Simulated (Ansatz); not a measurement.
# A computed series for NiGe: pressure series

The parent structure is NiGe (space group Pnma, No. 62; a = 5.4074 Å, b = 3.4734 Å, c = 5.8467 Å; non-magnetic).

Cell and atoms are relaxed at each pressure.

Method: PBE/PAW in Ansatz (a first-principles code), no spin-orbit coupling.

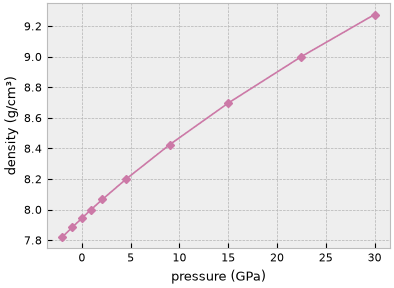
Figure: Density against pressure

**Question.** From the plot, what is the density for pressure −2 GPa?

**Answer.** About 7.8 g/cm³.

**Question.** Is the trend monotonic over the range shown?

**Answer.** Yes, it rises throughout, spanning 7.82 g/cm³ to 9.28 g/cm³.

Load acts through the strain it causes; cell and atoms are relaxed under it. No phonon test of stability was made. No other phases were tried under pressure. Seeded moments were not kept for the base. The final runs are not spin-polarised.
